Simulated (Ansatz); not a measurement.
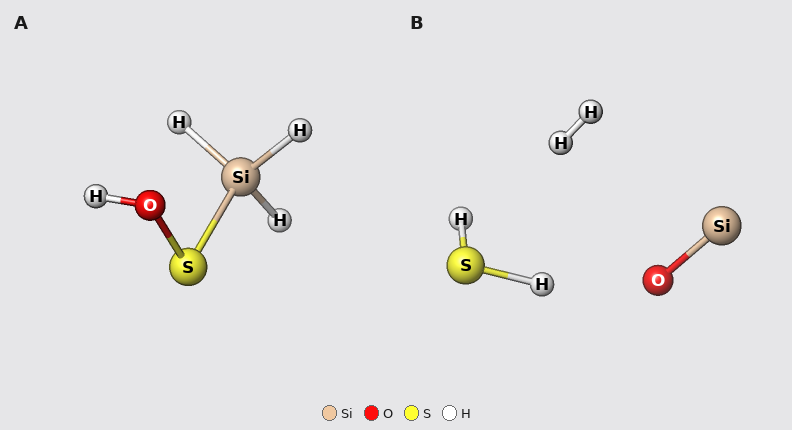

2 stationary structures of one formula. Geometries: PBE-D4/def2-SVP. Electronic energies: PBE-D4/def2-SVP (Ansatz 0.2.0), without zero-point energy. No frequency run is at hand to confirm each as a minimum. Each is one conformer, not always the lowest.

**Rank them by energy, lowest first.**

A is lowest (C1); B lies 0.212 eV above it (C1).
